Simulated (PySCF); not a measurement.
Bond stretch in H2, singlet.

RMP2 = MP2 on RHF/cc-pVTZ in PySCF; UKS-B3LYP/6-31G* = unrestricted B3LYP/6-31G*, spherical d run with PySCF 2.14.0; UKS-PBE = unrestricted PBE/cc-pVTZ (PySCF); UHF/cc-pVTZ (PySCF).

Energies are in kJ/mol, each relative to the lowest point of its own curve near equilibrium.

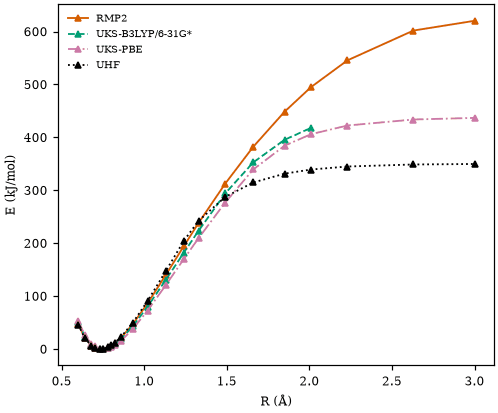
*Energy against bond length for each method.*

```json
[
 {"R / Å": "0.60", "RMP2": "47.0", "UKS-B3LYP/6-31G*": "50.4", "UKS-PBE": "53.7", "UHF": "46.1"},
 {"R / Å": "0.64", "RMP2": "21.3", "UKS-B3LYP/6-31G*": "23.6", "UKS-PBE": "26.3", "UHF": "20.6"},
 {"R / Å": "0.68", "RMP2": "6.7", "UKS-B3LYP/6-31G*": "8.0", "UKS-PBE": "9.8", "UHF": "6.2"},
 {"R / Å": "0.70", "RMP2": "2.6", "UKS-B3LYP/6-31G*": "3.5", "UKS-PBE": "4.8", "UHF": "2.4"},
 {"R / Å": "0.73", "RMP2": "0.0", "UKS-B3LYP/6-31G*": "0.2", "UKS-PBE": "0.8", "UHF": "0.0"},
 {"R / Å": "0.75", "RMP2": "0.2", "UKS-B3LYP/6-31G*": "0.0", "UKS-PBE": "0.0", "UHF": "0.4"},
 {"R / Å": "0.78", "RMP2": "3.0", "UKS-B3LYP/6-31G*": "2.2", "UKS-PBE": "1.3", "UHF": "3.5"},
 {"R / Å": "0.80", "RMP2": "6.3", "UKS-B3LYP/6-31G*": "5.1", "UKS-PBE": "3.6", "UHF": "7.0"},
 {"R / Å": "0.82", "RMP2": "10.6", "UKS-B3LYP/6-31G*": "8.9", "UKS-PBE": "6.9", "UHF": "11.6"},
 {"R / Å": "0.86", "RMP2": "21.6", "UKS-B3LYP/6-31G*": "19.1", "UKS-PBE": "15.9", "UHF": "23.1"},
 {"R / Å": "0.93", "RMP2": "46.8", "UKS-B3LYP/6-31G*": "42.7", "UKS-PBE": "37.7", "UHF": "49.5"},
 {"R / Å": "1.02", "RMP2": "86.3", "UKS-B3LYP/6-31G*": "80.0", "UKS-PBE": "72.7", "UHF": "90.8"},
 {"R / Å": "1.13", "RMP2": "139.9", "UKS-B3LYP/6-31G*": "130.5", "UKS-PBE": "120.7", "UHF": "147.1"},
 {"R / Å": "1.24", "RMP2": "194.7", "UKS-B3LYP/6-31G*": "182.3", "UKS-PBE": "170.3", "UHF": "204.7"},
 {"R / Å": "1.33", "RMP2": "238.8", "UKS-B3LYP/6-31G*": "224.0", "UKS-PBE": "210.1", "UHF": "242.7"},
 {"R / Å": "1.49", "RMP2": "312.5", "UKS-B3LYP/6-31G*": "294.0", "UKS-PBE": "276.8", "UHF": "287.4"},
 {"R / Å": "1.66", "RMP2": "382.3", "UKS-B3LYP/6-31G*": "352.8", "UKS-PBE": "339.4", "UHF": "314.8"},
 {"R / Å": "1.85", "RMP2": "448.6", "UKS-B3LYP/6-31G*": "395.5", "UKS-PBE": "384.3", "UHF": "331.5"},
 {"R / Å": "2.01", "RMP2": "495.0", "UKS-B3LYP/6-31G*": "418.0", "UKS-PBE": "406.1", "UHF": "339.2"},
 {"R / Å": "2.23", "RMP2": "545.5", "UKS-B3LYP/6-31G*": "—", "UKS-PBE": "422.4", "UHF": "344.9"},
 {"R / Å": "2.63", "RMP2": "601.9", "UKS-B3LYP/6-31G*": "—", "UKS-PBE": "433.8", "UHF": "348.8"},
 {"R / Å": "3.00", "RMP2": "620.3", "UKS-B3LYP/6-31G*": "—", "UKS-PBE": "436.8", "UHF": "349.7"}
]
```

At the longest distance, 3.00 Å, RMP2 lies highest above its minimum (620.3 kJ/mol) and UHF lowest (349.7 kJ/mol).

A dash means that the run gave no value there, or that the column was ended at a point which the program doubted or which failed a test of continuity chosen for this set; such a test can also cut sound points.

The restricted form behind RMP2 keeps the bonding electrons paired and can't separate into open-shell fragments. The T1 diagnostic of CCSD on the restricted reference of RMP2 exceeds 0.045 at 1.85 to 3.00 Å. The unrestricted solution behind UKS-B3LYP/6-31G* changes between 2.01 and 2.23 Å, which can leave a kink. The unrestricted determinant behind UKS-B3LYP/6-31G* is spin-contaminated at 1.66 to 2.01 Å (<S²> up to 0.7, against 0.00 for a pure singlet). The unrestricted determinant behind UKS-PBE is spin-contaminated at 1.66 to 3.00 Å (<S²> up to 1.0, against 0.00 for a pure singlet). The unrestricted determinant behind UHF is spin-contaminated at 1.24 to 3.00 Å (<S²> up to 1.0, against 0.00 for a pure singlet).
